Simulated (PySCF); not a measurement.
# PN (phosphorus nitride): FCI/STO-6G

What is the vertical singlet–triplet gap of PN (phosphorus nitride) at FCI/STO-6G? The job is set up through a Python script.

Program for the calculation: PySCF 2.14.0.

14 further runs of the same task are left out: 4 that didn't finish, 10 set aside as unsound or not needed.

## 1. The molecule

PN: 2 atoms, total charge 0, spin state singlet. As SMILES, `N#P`. Geometry: the measured bond length.

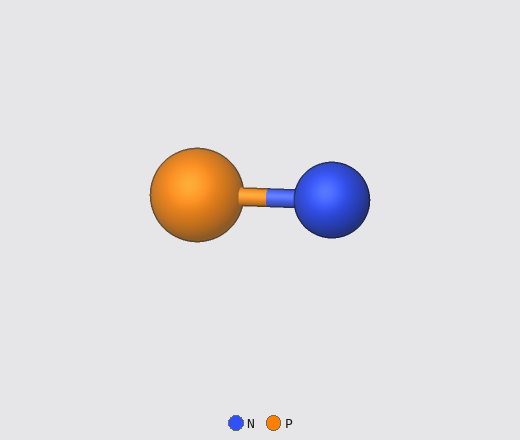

Viewed from a chosen angle; nitrogen blue, phosphorus orange.

## 2. A single-point energy at FCI/STO-6G

File calc.py:

```python
from pyscf import gto, scf, mcscf
from pyscf import fci

system = gto.M(
    atom='N 0.000000 0.000000 0.000000; P 0.000000 0.000000 1.490866',
    charge=0,
    max_memory=1860,
    basis='sto-6g',
    verbose=3,
)

mf = scf.RHF(system)
mf.conv_tol = 1e-10
mf.kernel()
if not mf.converged:
    mf = mf.newton().run(mf.mo_coeff, mf.mo_occ)

cas = mcscf.CASCI(mf, mf.mo_coeff.shape[-1] - 6, (system.nelec[0] - 6, system.nelec[1] - 6))  # full CI above the frozen core
cas.fcisolver = fci.direct_spin0.FCI(system)  # even spin states alone
cas.kernel()
print('<S^2> = %.4f' % cas.fcisolver.spin_square(cas.ci, cas.ncas, cas.nelecas)[0])
e_final = cas.e_tot
print('Final energy', e_final)
```

Started as:

```
$ OMP_NUM_THREADS=1 python calc.py
```

Output:

```text
converged SCF energy = -393.742882127296
CASCI E = -393.918503673845  E(CI) = -24.7465919310812  S^2 = 0.0000000
<S^2> = 0.0000
Final energy -393.9185036738448
```

Run time: 0.93 s. Hardware: 1 thread of Arm Neoverse V1, shared host; peak memory 0.12 GiB.

## 3. The triplet at the same level

File job.py:

```python
from pyscf import gto, mcscf

mol = gto.M(
    atom='N 0.000000 0.000000 0.000000; P 0.000000 0.000000 1.490866',
    verbose=4,
    spin=2,
    charge=0,
    basis='sto-6g',
    max_memory=1860,
)

hf = mol.ROHF()
hf.conv_tol = 1e-10
hf.kernel()
if not hf.converged:
    hf = hf.newton().run(hf.mo_coeff, hf.mo_occ)

cas = mcscf.CASCI(hf, hf.mo_coeff.shape[-1] - 6, (mol.nelec[0] - 6, mol.nelec[1] - 6))  # full CI above the frozen core
cas.fix_spin_(ss=2.0)
cas.kernel()
energy = cas.e_tot
print('E(%s) = %.9f' % ('FCI', energy))
```

Started as:

```
$ OMP_NUM_THREADS=1 python job.py
```

Output:

```text
PySCF version 2.14.0

[INPUT] num. atoms = 2
[INPUT] num. electrons = 22
[INPUT] charge = 0
[INPUT] spin (= nelec alpha-beta = 2S) = 2
[INPUT] symmetry False subgroup None
[INPUT] Mole.unit = angstrom
[INPUT] Symbol           X                Y                Z      unit          X                Y                Z       unit  Magmom
[INPUT]  1 N      0.000000000000   0.000000000000   0.000000000000 AA    0.000000000000   0.000000000000   0.000000000000 Bohr   0.0
[INPUT]  2 P      0.000000000000   0.000000000000   1.490866000000 AA    0.000000000000   0.000000000000   2.817328428426 Bohr   0.0

nuclear repulsion = 37.2693502612576
number of shells = 8
number of NR pGTOs = 84
number of NR cGTOs = 14
basis = sto-6g
ecp = {}

******** <class 'pyscf.scf.rohf.ROHF'> ********
method = ROHF
initial guess = minao
damping factor = 0
level_shift factor = 0
DIIS = <class 'pyscf.scf.diis.CDIIS'>
diis_start_cycle = 1
diis_space = 8
diis_damp = 0
SCF conv_tol = 1e-10
SCF conv_tol_grad = None
SCF max_cycles = 50
direct_scf = True
direct_scf_tol = 1e-13
num. doubly occ = 10  num. singly occ = 2
Set gradient conv threshold to 1e-05
init E= -393.542310178644

WARN: HOMO 0.0651473191933997 >= LUMO 0.0651473191934013

cycle= 1 E= -393.539009807017  delta_E= 0.0033  |g|= 0.304  |ddm|= 1.88
  HOMO = 0.107049633791546  LUMO = 0.280866296016819  gap/eV = 4.72979
cycle= 2 E= -393.513538764034  delta_E= 0.0255  |g|= 0.457  |ddm|= 0.839
  HOMO = 0.0660549435417565  LUMO = 0.253814827691046  gap/eV = 5.10921
cycle= 3 E= -393.605073265304  delta_E= -0.0915  |g|= 0.0698  |ddm|= 0.43
  HOMO = 0.0785193874639949  LUMO = 0.257157536955046  gap/eV = 4.86099
cycle= 4 E= -393.612631088862  delta_E= -0.00756  |g|= 0.028  |ddm|= 0.245
  HOMO = 0.0725212291446555  LUMO = 0.255555889982736  gap/eV = 4.98063
cycle= 5 E= -393.613408107022  delta_E= -0.000777  |g|= 0.0121  |ddm|= 0.0507
  HOMO = 0.0748143909480343  LUMO = 0.25653220192849  gap/eV = 4.94479
cycle= 6 E= -393.61374930658  delta_E= -0.000341  |g|= 0.00637  |ddm|= 0.0578
  HOMO = 0.075636751388647  LUMO = 0.256511099829398  gap/eV = 4.92184
cycle= 7 E= -393.61383884226  delta_E= -8.95e-05  |g|= 0.00603  |ddm|= 0.0298
  HOMO = 0.074009731099052  LUMO = 0.255733876092958  gap/eV = 4.94497
cycle= 8 E= -393.613950476896  delta_E= -0.000112  |g|= 0.00425  |ddm|= 0.068
  HOMO = 0.0733046641065149  LUMO = 0.255244556621407  gap/eV = 4.95084
cycle= 9 E= -393.614026619288  delta_E= -7.61e-05  |g|= 0.00163  |ddm|= 0.0346
  HOMO = 0.0728578756744075  LUMO = 0.255256683705111  gap/eV = 4.96332
cycle= 10 E= -393.614034970644  delta_E= -8.35e-06  |g|= 0.000125  |ddm|= 0.0102
  HOMO = 0.0728372908492179  LUMO = 0.255246434844623  gap/eV = 4.96361
cycle= 11 E= -393.614035018257  delta_E= -4.76e-08  |g|= 6.02e-06  |ddm|= 0.000715
  HOMO = 0.0728397294868759  LUMO = 0.255247069756808  gap/eV = 4.96356
cycle= 12 E= -393.6140350183  delta_E= -4.28e-11  |g|= 5.71e-07  |ddm|= 2.2e-05
  HOMO = 0.0728404300627467  LUMO = 0.255247272473894  gap/eV = 4.96354
Extra cycle  E= -393.614035018301  delta_E= -6.25e-13  |g|= 7.92e-07  |ddm|= 2.33e-06
converged SCF energy = -393.614035018301

******** <class 'pyscf.mcscf.casci.CASCI'> ********
CAS (6e+4e, 8o), ncore = 6, nvir = 0
natorb = False
canonicalization = True
sorting_mo_energy = False
******** <class 'pyscf.fci.addons.SpinPenaltyFCISolver'> ********
max. cycles = 200
conv_tol = 1e-08
davidson only = True
linear dependence = 1e-12
level shift = 0.001
max iter space = 12
nroots = 1
pspace_size = 400
spin = None
Density matrix diagonal elements [1.98844602 1.98928545 1.43307943 1.41911134 1.97349788 0.57061231
 0.58457727 0.04139032]
CASCI converged
CASCI E = -393.759915275397  E(CI) = -24.5883397936064  S^2 = 2.0000000
E(FCI) = -393.759915275
```

Wall time 0.94 s (1 thread of Arm Neoverse V1, shared host); peak memory 0.12 GiB.

## 4. What came out

At FCI/STO-6G, 6 core orbitals frozen:

| quantity | value |
| --- | --- |
| singlet: total energy | -393.91850 Eh |
| singlet: dipole moment (Hartree–Fock density) | 2.09 D |
| singlet: HOMO energy (Hartree–Fock orbitals) | -8.75 eV |
| singlet: LUMO energy (Hartree–Fock orbitals) | 6.94 eV |
| singlet: HOMO–LUMO gap (Hartree–Fock orbitals) | 15.69 eV |
| singlet: correlation energy (6 core orbitals frozen) | -175.6 mEh |
| triplet: total energy | -393.75992 Eh |
| triplet: dipole moment (Hartree–Fock density) | 0.81 D |
| triplet: correlation energy (6 core orbitals frozen) | -145.9 mEh |
| vertical energy of the triplet above the singlet | 4.315 eV |

In words: At this shape the triplet lies 4.32 eV (416 kJ/mol) above the singlet. In a minimal basis such a difference can be off by several eV, whatever the method.
